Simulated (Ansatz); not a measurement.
# HNO2 (SMILES O=NO) at CAM-B3LYP/STO-3G

What is the vertical ionisation energy of HNO2 at CAM-B3LYP/STO-3G? 

The results are computed with Ansatz 0.2.0.

54 further runs of the same task are left out: 1 that didn't finish, 53 set aside as unsound or not needed.

### Step 1. Starting point

HNO2: 4 atoms, total charge 0, spin state singlet. As SMILES, `O=NO`. Geometry: relaxed at GFN2-xTB.

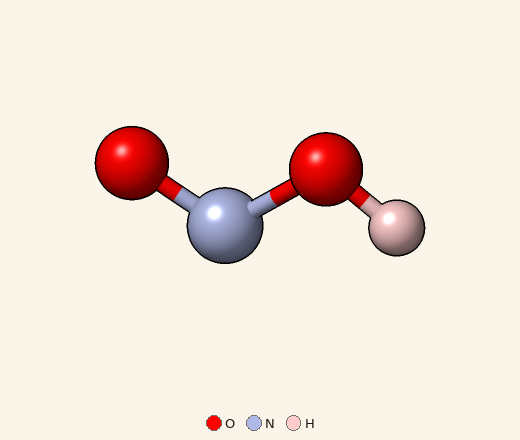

The structure, seen from a chosen angle (oxygen red, nitrogen light blue, hydrogen pink).

### Step 2. A single-point energy at CAM-B3LYP/STO-3G

input.yaml reads:

```yaml
crystal:
  periodic: [false, false, false]
  atoms:
    - {symbol: O, position_ang: [0.424700, 0.045690, 1.471310]}
    - {symbol: "N", position_ang: [0.319310, -0.411420, 0.387280]}
    - {symbol: O, position_ang: [-0.357270, 0.415910, -0.505360]}
    - {symbol: H, position_ang: [-0.386730, -0.050180, -1.353230]}
basis:
  gaussian: {orbitals: STO-3G}
accuracy: high
hamiltonian: {xc: {name: CAM-B3LYP}}
```

Launch:

```sh
$ ansatz run input.yaml --threads 1 --pin off --max-ram 2610MiB --events-out events.jsonl --progress --plain --runs-dir runs
```

Standard output:

```text
Warning: RAYON_NUM_THREADS=1 ignored (pool sized by the plan → 1); use --threads N
Functional definition: CAM-B3LYP
  name "CAM-B3LYP"
  parameter alpha = 0.19
  parameter beta = 0.46
  parameter omega = 0.33/bohr
  parameter ac = 0.81
  exchange = (1 - alpha - beta)*b88_x + beta*b88_x_sr(omega) + alpha*exact_x + beta*exact_x_lr(omega)
  correlation = (1 - ac)*vwn5_c + ac*lyp_c
275 factors; integrals over basis functions are off by at most 3.2e-8 eV
134 factors; integrals over basis functions are off by at most 7.0e-10 eV
mean field evaluation 1: about -5516.4730 eV, gradient 2.4e1 eV
mean field evaluation 2: about -5515.3376 eV, gradient 3.4e1 eV
mean field evaluation 4: about -5518.0500 eV, gradient 1.7e0 eV
mean field evaluation 8: about -5518.0525 eV, gradient 3.7e-2 eV
mean field evaluation 16: about -5518.0525 eV, gradient 3.6e-6 eV
mean field -5518.05252149 eV, -202.7846898946 hartree, gradient 2.6e-8 eV, S^2 0.000000; 0 other end points of the search recorded, 0 dependent functions left out
reference -5518.05253108 eV, -202.7846902467 hartree; 12, 12 occupied and 4, 4 virtual orbitals, 275 factors
Total energy: -5518.05253108 eV, -202.7846902467 hartree
```

Wall time 0.54 s (1 thread of Intel Xeon Platinum 8559C (Emerald Rapids), shared host).

### Step 3. The doublet cation, same level

input.yaml: that of step 2 with these lines changed.

```diff
@@ -1 +1,4 @@
+basis:
+  gaussian:
+    orbitals: STO-3G
 crystal:
@@ -7,5 +10,8 @@
     - {symbol: H, position_ang: [-0.386730, -0.050180, -1.353230]}
-basis:
-  gaussian: {orbitals: STO-3G}
+hamiltonian:
+  xc: {name: CAM-B3LYP}
 accuracy: high
-hamiltonian: {xc: {name: CAM-B3LYP}}
+total_charge: 1
+magnetization:
+  spin_polarized: true
+  initial_magnetization: 1
```

Launch:

```sh
$ ansatz run input.yaml --threads 1 --pin off --max-ram 2610MiB --events-out events.jsonl --progress --plain --runs-dir runs
```

Standard output, shortened:

```text
Warning: RAYON_NUM_THREADS=1 ignored (pool sized by the plan → 1); use --threads N
[... 8 set-up lines as earlier in the session ...]
275 factors; integrals over basis functions are off by at most 3.2e-8 eV
134 factors; integrals over basis functions are off by at most 7.0e-10 eV
mean field evaluation 1: about -5507.5025 eV, gradient 2.0e1 eV
mean field evaluation 2: about -5505.8168 eV, gradient 2.8e1 eV
mean field evaluation 4: about -5509.6541 eV, gradient 9.3e-1 eV
mean field evaluation 8: about -5509.6416 eV, gradient 5.1e-2 eV
mean field evaluation 16: about -5509.6419 eV, gradient 7.7e-5 eV
mean field -5509.64190761 eV, -202.4756055351 hartree, gradient 4.3e-8 eV, S^2 0.761163; 0 other end points of the search recorded, 0 dependent functions left out
reference -5509.64191712 eV, -202.4756058847 hartree; 12, 11 occupied and 4, 5 virtual orbitals, 275 factors
Total energy: -5509.64191712 eV, -202.4756058847 hartree
```

It took 1 s on 1 thread of Intel Xeon Platinum 8559C (Emerald Rapids), shared host; peak memory 0.13 GiB.

### Step 4. Summary of results

At CAM-B3LYP/STO-3G:

| quantity | value |
| --- | --- |
| singlet HNO2: total energy | -202.78469 Eh |
| doublet cation: total energy | -202.47561 Eh |
| doublet cation: ⟨S²⟩ | 0.761 |
| vertical ionisation energy (to the doublet cation) | 8.411 eV |

In words: The vertical ionisation energy comes to 8.41 eV (812 kJ/mol). In a minimal basis such a difference can be off by several eV, whatever the method.
